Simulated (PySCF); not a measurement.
# SN2: structure of the singlet

Aim: relax SN2 as a singlet from a bent start, check by its vibrations whether the end is a minimum, and collect its spectrum and constants.

Method: PBE0, basis S def2-TZVP, N def2-TZVP, no relativity, density fitting; program: PySCF 2.14.0.

### 1 The starting structure

3 atoms, charge 0, spin multiplicity 1.

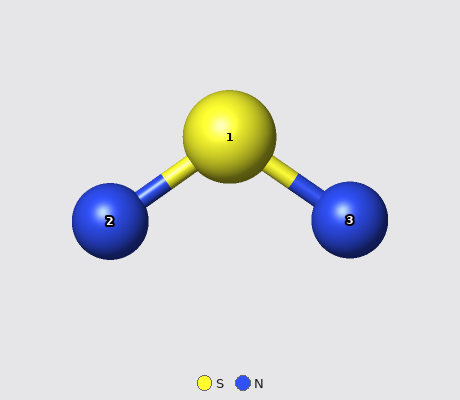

The starting geometry (sulfur yellow, nitrogen blue); atoms are numbered from 1 in the order of the file.

```xyz
3
charge 0 multiplicity 1
S     0.0000    0.0000    0.0000
N     1.2615    0.0000    0.8833
N    -1.2615    0.0000    0.8833
```

### 2 Finding the electronic state

The steps below are one call of a driver around PySCF. For each, scf.py gives the equivalent set-up of the SCF; relaxations use the driver's own optimiser. After this first run the driver tries any further starts and a stability analysis.

File scf.py:

```python
from pyscf import gto, scf, dft
mol = gto.M(atom='''
S      0.000000     0.000000     0.000000
N      1.261500     0.000000     0.883300
N     -1.261500     0.000000     0.883300''',
    basis={'S': 'def2-TZVP', 'N': 'def2-TZVP'},
    charge=0, spin=0)
mf = dft.RKS(mol, xc='PBE0')
mf.grids.atom_grid = (50, 194)
aux = {'S': 'def2-universal-JKFIT', 'N': 'def2-universal-JKFIT'}
mf = mf.density_fit(auxbasis=aux)
mf.conv_tol = 1e-08
mf.diis_space = 10
mf.max_cycle = 60
mf.init_guess = 'minao'
mf.verbose = 4
mf.kernel()
```

Launch:

```sh
$ OMP_NUM_THREADS=2 python axn.py task.json out
```

Output:

```text
init E= -507.65898425605
  HOMO = -0.249064387414506  LUMO = -0.246916030954881  gap/eV = 0.05846
cycle= 1 E= -507.238784085093  delta_E= 0.42  |g|= 0.241  |ddm|= 1.91
  HOMO = -0.313269889523429  LUMO = -0.233956978688852  gap/eV = 2.15821
cycle= 2 E= -507.236481912645  delta_E= 0.0023  |g|= 0.259  |ddm|= 0.385
  HOMO = -0.304572770332248  LUMO = -0.231965979650209  gap/eV = 1.97573
cycle= 3 E= -507.249765871051  delta_E= -0.0133  |g|= 0.0796  |ddm|= 0.225
  HOMO = -0.29653934788048  LUMO = -0.22021105427255  gap/eV = 2.07700
cycle= 4 E= -507.251102429035  delta_E= -0.00134  |g|= 0.0116  |ddm|= 0.0539
  HOMO = -0.298590260013619  LUMO = -0.222388900581414  gap/eV = 2.07354
cycle= 5 E= -507.25113381776  delta_E= -3.14e-05  |g|= 0.0026  |ddm|= 0.00987
  HOMO = -0.298590655440053  LUMO = -0.222271017539693  gap/eV = 2.07676
cycle= 6 E= -507.251135501713  delta_E= -1.68e-06  |g|= 0.000449  |ddm|= 0.00192
  HOMO = -0.298539160570086  LUMO = -0.222206900789402  gap/eV = 2.07711
cycle= 7 E= -507.251135548615  delta_E= -4.69e-08  |g|= 4.67e-05  |ddm|= 0.000396
  HOMO = -0.298539975417502  LUMO = -0.222206294648849  gap/eV = 2.07715
cycle= 8 E= -507.251135549192  delta_E= -5.77e-10  |g|= 1.09e-05  |ddm|= 5.5e-05
  HOMO = -0.298541054451123  LUMO = -0.222207605567725  gap/eV = 2.07714
Extra cycle  E= -507.251135549234  delta_E= -4.18e-11  |g|= 8.13e-06  |ddm|= 1.58e-05
converged SCF energy = -507.251135549234
```

This step, with its further starts and checks, ran for 2.9 s (2 threads of Arm Neoverse V1, shared host).

No lower closed-shell solution turned up in the test of internal stability.

### 3 Relaxation: bent start, singlet

The program finds C2v symmetry in the start, which this walk keeps. The walk stops when the largest gradient is under 0.0003 Eh/bohr and the energy has settled too.

scf.py: that of step 2 with these lines changed.

```diff
@@ -3,3 +3,3 @@
-S      0.000000     0.000000     0.000000
-N      1.261500     0.000000     0.883300
-N     -1.261500     0.000000     0.883300''',
+S      0.000000     0.000000    -0.412447
+N      1.261500     0.000000     0.470853
+N     -1.261500     0.000000     0.470853''',
@@ -15 +14,0 @@
-mf.init_guess = 'minao'
```

Steps of the walk:

```csv
step,energy (Eh),change (kJ/mol),largest symmetric gradient (Eh/bohr)
0,-507.251136,0.00,0.03746
1,-507.272188,-55.27,0.03408
2,-507.282932,-83.48,0.00329
3,-507.282949,-83.53,0.00180
4,-507.282954,-83.54,0.00007
```

The walk took 4 s.

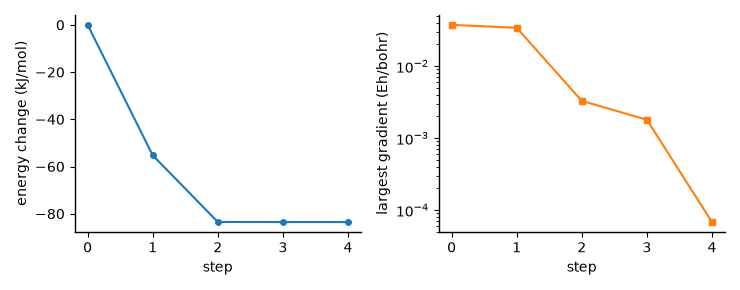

Energy and largest gradient along the walk.

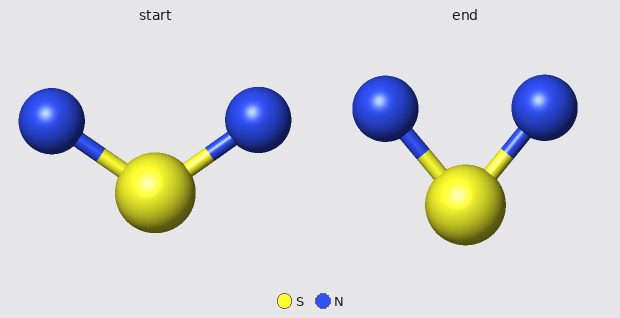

The geometry along the walk, at one scale.

It settles in C2v symmetry, 83.5 kJ/mol below the start, after 4 steps: S–N 1.530 Å (×2); N–S–N 78.9°.

### 4 Hessian and properties

The point is checked on the finer grid, and tightened if its gradient asks for it. The Hessian and the dipole derivatives come from central differences of analytic gradients, with steps of 0.02 bohr.

scf.py: that of step 3 with these lines changed.

```diff
@@ -3,3 +3,3 @@
-S      0.000000     0.000000    -0.412447
-N      1.261500     0.000000     0.470853
-N     -1.261500     0.000000     0.470853''',
+S      0.000000     0.000000    -0.552143
+N      0.971531     0.000000     0.629998
+N     -0.971531     0.000000     0.629998''',
@@ -9 +9 @@
-mf.grids.atom_grid = (50, 194)
+mf.grids.atom_grid = (75, 302)
@@ -12 +12 @@
-mf.conv_tol = 1e-08
+mf.conv_tol = 1e-10
```

The driver hands on the density of the step before, so the log starts near convergence.

SCF at the final geometry:

```text
init E= -507.282958830752
  HOMO = -0.268120459058167  LUMO = -0.129120473039904  gap/eV = 3.78238
cycle= 1 E= -507.282958829898  delta_E= 8.54e-10  |g|= 6.28e-05  |ddm|= 4e-05
  HOMO = -0.268119688481711  LUMO = -0.129120390934461  gap/eV = 3.78236
cycle= 2 E= -507.282958809721  delta_E= 2.02e-08  |g|= 0.000304  |ddm|= 0.000193
  HOMO = -0.268119939481789  LUMO = -0.129120405677968  gap/eV = 3.78237
cycle= 3 E= -507.28295883079  delta_E= -2.11e-08  |g|= 3.08e-06  |ddm|= 0.00016
  HOMO = -0.268120180220759  LUMO = -0.129120423213166  gap/eV = 3.78238
cycle= 4 E= -507.282958830791  delta_E= -1.59e-12  |g|= 8.62e-08  |ddm|= 1.93e-06
  HOMO = -0.268120195639973  LUMO = -0.129120439586399  gap/eV = 3.78238
Extra cycle  E= -507.282958830791  delta_E= 4.55e-13  |g|= 7.28e-08  |ddm|= 1.12e-07
converged SCF energy = -507.282958830791
```

The whole step took 18 s.

Geometry: C2v; S–N 1.530 Å (×2); N–S–N 78.8°.

Harmonic modes (main isotopes):

| symmetry | ω (cm⁻¹) | IR (km/mol) | μ (u) | type |
| --- | --- | --- | --- | --- |
| a1 | 425 | 5.4 | 15.33 | bend |
| b2 | 1033 | 6.1 | 16.41 | stretch |
| a1 | 1195 | 0.4 | 16.99 | stretch |

All wavenumbers are real: a minimum.

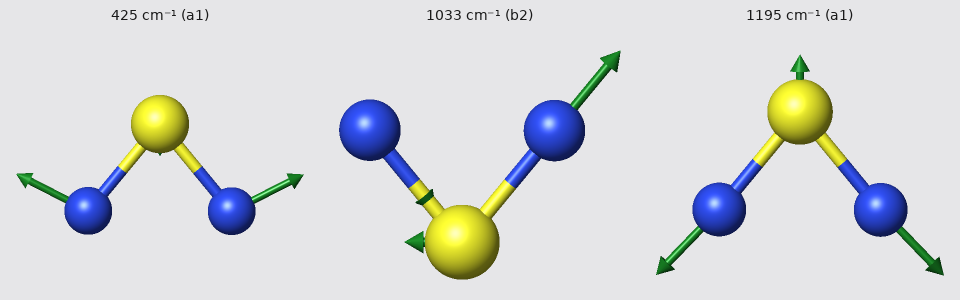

Displacements of 3 of the modes, as arrows (one member where a mode is degenerate).

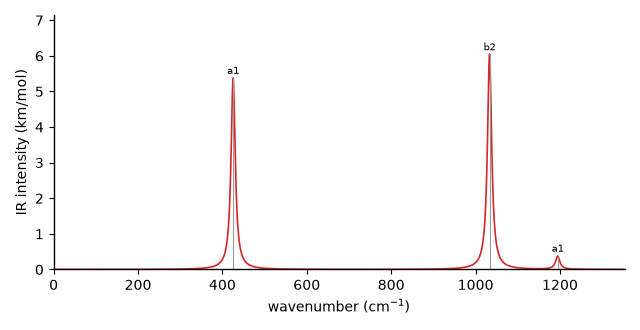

The harmonic infrared spectrum (widths in cm⁻¹). Lines are broadened to a width of 12 cm⁻¹ (Lorentzian).

Properties at this point:

```yaml
Dipole_moment: 3.34 D
Highest_occupied_level: -7.30 eV
Lowest_empty_level: -3.51 eV
Rotational_constants: 0.808, 0.6377, 0.3564 cm⁻¹
Zero-point_energy: 15.9 kJ/mol
Principal_polarisabilities: 18.6, 30.1, 37.1 bohr³
Atomisation_energy_without_zero-point_energy: 582 kJ/mol
Principal_traceless_quadrupole_moments_about_the_centre_of_mass: -1.76, 0.08, 1.68 D Å
Entropy_at_298.15_K_and_1_bar: 249.1 J/(mol K)
Heat_capacity_Cp_at_298.15_K: 41.5 J/(mol K)
Enthalpy_at_298.15_K_above_0_K: 10.80 kJ/mol
Rotational_symmetry_number: 2
```

Populations by atom (charges in e):

| atom | Mulliken | Löwdin | polar tensor | Mayer order to S1 |
| --- | --- | --- | --- | --- |
| S1 | 0.51 | 0.63 | 0.39 | – |
| N2,3 | -0.26 | -0.31 | -0.20 | 1.74 |

Mulliken populations on S1: s 5.78, p 9.19, d 0.47, f 0.04.

### 5 Outcome

| quantity | value |
| --- | --- |
| minimum | singlet, C2v |
| geometry | S–N 1.530 Å (×2); N–S–N 78.8° |
| wavenumbers (cm⁻¹) | 425 (a1), 1033 (b2), 1195 (a1) |
| dipole moment | 3.34 D |
| highest occupied, lowest empty level | -7.30, -3.51 eV |
| polar-tensor charge of S1 | +0.39 e |
| zero-point energy | 15.9 kJ/mol |
| entropy at 298.15 K | 249.1 J/(mol K) |
| atomisation energy (no zero-point energy) | 582 kJ/mol |

**Reading.** The molecule stays C2v, as typed, and the end point is a minimum. The strongest infrared band lies at 1033 cm⁻¹ (b2, stretch). Other starts or spin states, not run here, may lie lower.

The search up to here took 25 s.
